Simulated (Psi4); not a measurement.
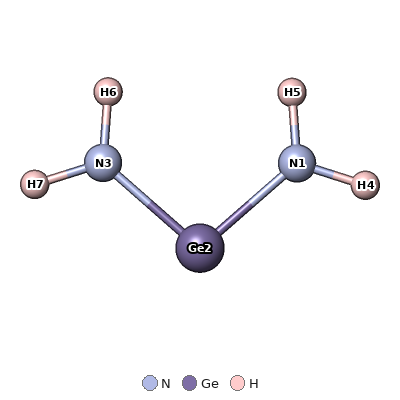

Structure of GeN₂H₄, SMILES [NH2][Ge][NH2], singlet.

Unscaled harmonic wavenumbers and double-harmonic intensities, PBE/def2-SVP (dispersion D3(BJ)), Psi4, at a geometry relaxed at this level, isolated molecule. Modes within 2 cm⁻¹ of each other count as one line, with their intensities summed. Lorentzian lines of 8 cm⁻¹ full width. Close modes add up in the curve.

**Which lines are the most intense, and is the structure a minimum?**

The most intense lines lie at 290.2 cm⁻¹ (377.8 km/mol), 661.0 cm⁻¹ (89.3 km/mol) and 759.2 cm⁻¹ (60.3 km/mol). It has no imaginary mode, so it is a minimum.

| cm⁻¹ | km/mol |
| --- | --- |
| 209.9 | 0.0 |
| 242.1 | 0.4 |
| 290.2 | 377.8 |
| 357.1 | 0.0 |
| 489.4 | 2.7 |
| 625.8 | 0.1 |
| 656.0 | 23.4 |
| 661.0 | 89.3 |
| 759.2 | 60.3 |
| 1456.7 | 27.1 |
| 1481.5 | 13.1 |
| 3464.9 | 0.7 |
| 3469.6 | 11.6 |
| 3592.6 (×2) | 42.0 |

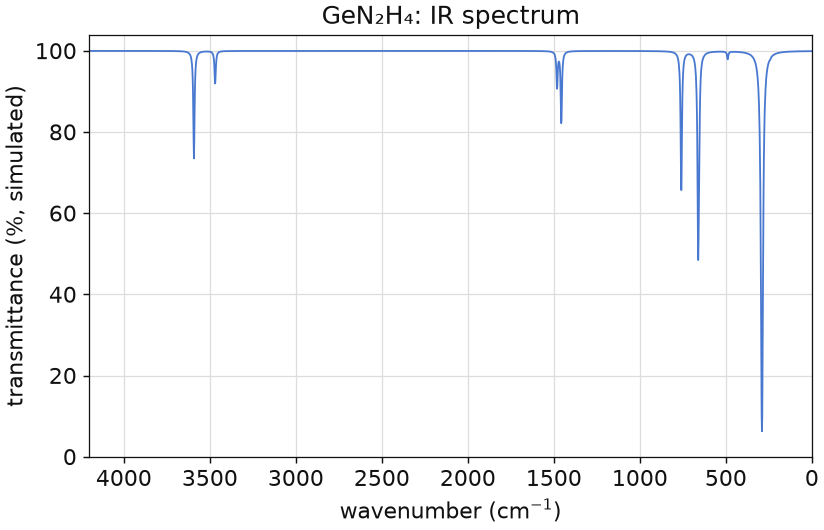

Known limits of this run: closed-shell singlet; other spin states weren't compared here; double-zeta basis.
